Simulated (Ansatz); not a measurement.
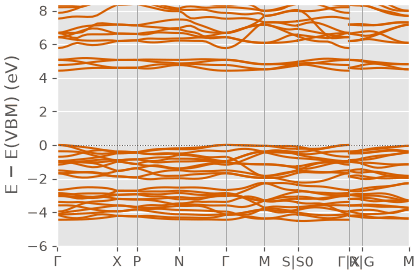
*Band structure from LDA (plane waves, PAW; program Ansatz)*

Problem. Read off the gap and where the band edges lie.

Solution. About 4.4 eV (4.42 eV by a search for the band edges); maximum at Γ, minimum at Γ.

The material is SrWO$_{4}$ in space group I4_1/a (No. 88; Sr on 4a, W on 4b, O on 16f).

The workflow started from a Materials Project entry (that database holds measured and hypothetical structures alike); the Crystallography Open Database copy checked does not list it. Its standing as an ambient phase is unchecked. The LDA relaxation kept the symmetry of its start; of distortions, only those at the zone centre were tested. No spin polarisation was allowed. No Hubbard U is applied. Scalar-relativistic: spin–orbit coupling is off unless named, which matters more the heavier the elements.

Potentials: the later of the program's two PAW sets.
